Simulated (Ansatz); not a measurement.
The reference is BeTe in the zinc blende structure (space group F-43m, No. 216; a = 5.5542 Å).

The change: the cell is scaled by 1.0250 in all directions, atoms relaxed at fixed cell.

Level of theory: LDA, PAW, 420 eV (Ansatz, a quantum-chemistry and plane-wave program; scalar-relativistic without spin-orbit coupling).

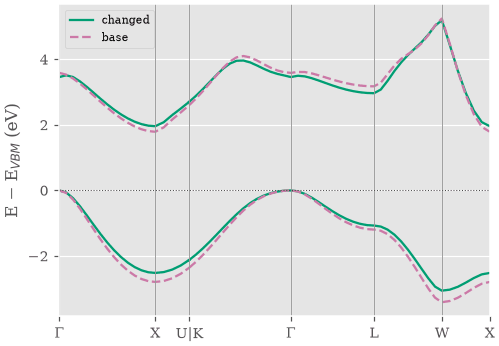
Fig. 1. Highest valence and lowest conduction band along the path, each from its own valence-band maximum

**Question.** Read the changed gap and its character from the plot.

**Answer.** About 2.0 eV, indirect, Γ → X.

Spin-orbit coupling, missing from the scalar runs, can matter with Te. The cells carry an imposed strain or load. Stability against distortions was not tested.
